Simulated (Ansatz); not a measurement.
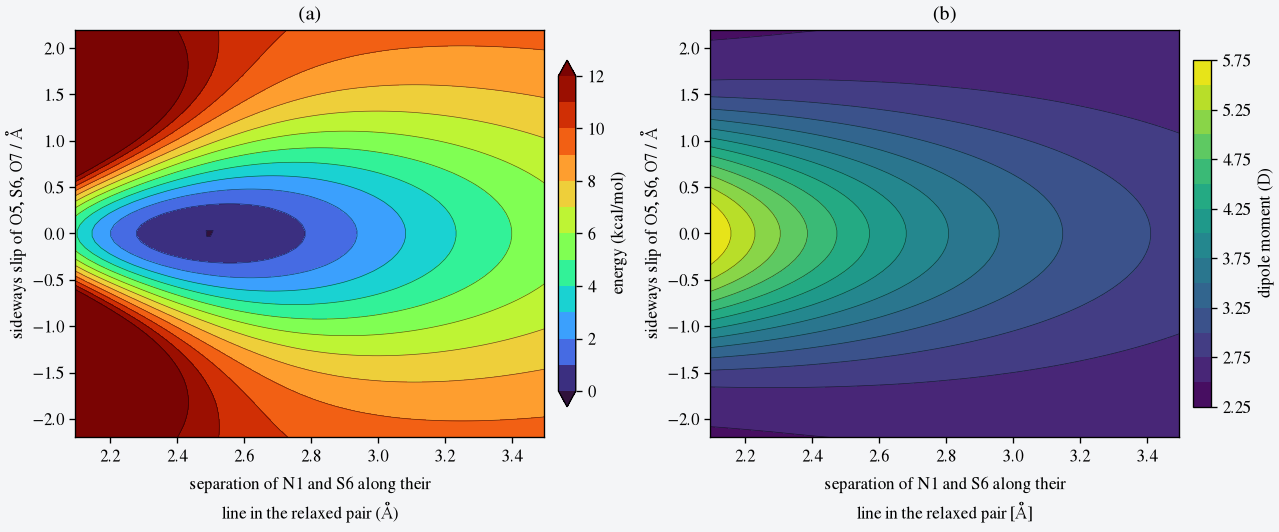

The pair H₃N···O₂S. Coordinates scanned: (1) separation of N1 and S6 along their line in the relaxed pair; (2) sideways slip of O5, S6, O7. Nothing is relaxed (both partners rigid). The grid has 15 × 15 points. Points are written as (first, second). Energies are in kcal/mol, from the lowest grid point. All numbers below come from RKS PBE0-D4/def2-SVPD (Ansatz 0.2.0).

Panel (a) is the energy; panel (b) is the computed dipole moment, in D.

In the figure: filled contours, one colour for all values above the top of the scale. Between grid points the surface is interpolated.

How does the dipole moment vary over the map, and what is it at the lowest grid point?

Leaving out the highest fifth of the energies, it runs from 2.50 D at (2.429 Å, −2.200 Å) to 5.72 D at (2.097 Å, 0.000 Å). At the lowest grid point, (2.525 Å, 0.000 Å), it is 4.37 D.
